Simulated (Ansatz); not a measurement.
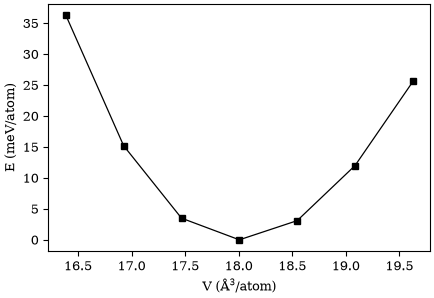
Figure: PbF2 (fluorite, space group No. 225) under volume change, plane-wave PAW PBE (Ansatz code), scaled uniformly.

Problem. What does a third-order Birch–Murnaghan fit give for V₀, B₀ and B′?

Solution. V₀ = 18.01 Å³/atom, B₀ = 66.5 GPa, B′ = 4.8.

Space group Fm-3m (fluorite). The cell was relaxed with PBE under the symmetry of its start; phonons on a q-mesh show no instability. Scalar-relativistic: spin–orbit coupling is off unless named, which matters more the heavier the elements.

Potentials: the later of the program's two PAW sets.
